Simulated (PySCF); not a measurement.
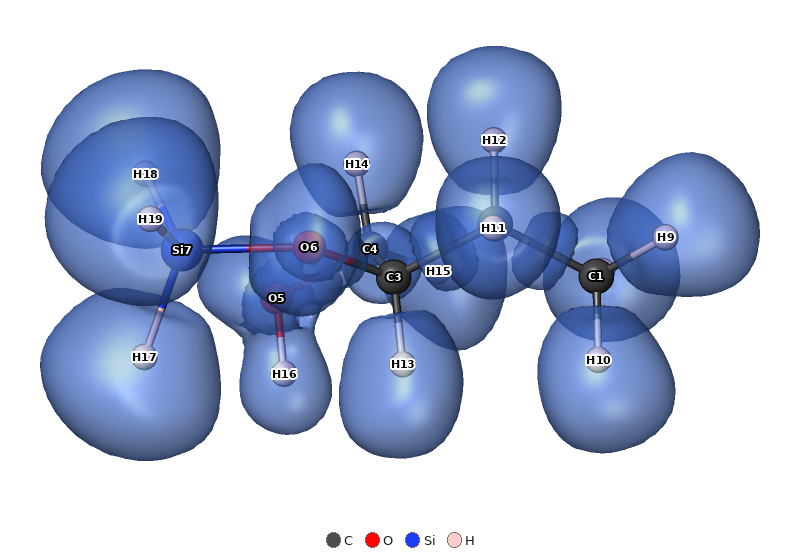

C₄H₁₂O₂Si. Isosurface of the electron localisation function at 0.75 (blue), seen from one side. Core shells and regions of very low density are left out.

Geometry: GFN2-xTB.

Theory: CAM-B3LYP/def2-SVPD, SCF density, gas phase in PySCF.

The calculation's input:

```
{"job": {"kind": "uv", "xc": "CAM-B3LYP", "basis": "def2-SVPD", "nstates": 8, "ntriplets": 3}, "charge": 0, "multiplicity": 1}
C      2.310120     0.270608    -1.207767
C      1.046194    -0.564549    -1.048626
C     -0.048107     0.139136    -0.238684
C      0.252613     0.137241     1.262844
O     -0.764920     0.772426     1.989970
O     -1.266077    -0.485194    -0.493838
Si    -2.654705    -0.474439     0.349739
H      2.772474     0.472510    -0.244776
H      3.030372    -0.261481    -1.824086
H      2.083552     1.220218    -1.688058
H      0.627372    -0.784068    -2.032385
H      1.281778    -1.516532    -0.569149
H     -0.126495     1.190001    -0.572458
H      0.273529    -0.893609     1.621708
H      1.224909     0.607527     1.454534
H     -0.841460     1.686707     1.694264
H     -3.170767     0.884115     0.550387
H     -2.589963    -1.187527     1.621558
H     -3.450221    -1.203835    -0.632638
```

Run with:

```sh
OMP_NUM_THREADS=1 python probes_run.py task.json out
```

> What do the ELF domains correspond to?

The surface consists of three regions between bonded C–C atoms (shared pairs), eleven regions around hydrogen nuclei, one region on O in which the atom's valence shell and bonds are merged and one joined region spread over several atoms (H, O), in which their bonds and any lone pairs are merged. Along the contacts the grid gives the following. C–O (1.39 Å): the ELF peaks at about 0.90 between the atoms; a polar covalent bond. C–C (1.52 Å): the ELF peaks at about 0.95 between the atoms: a shared electron pair.
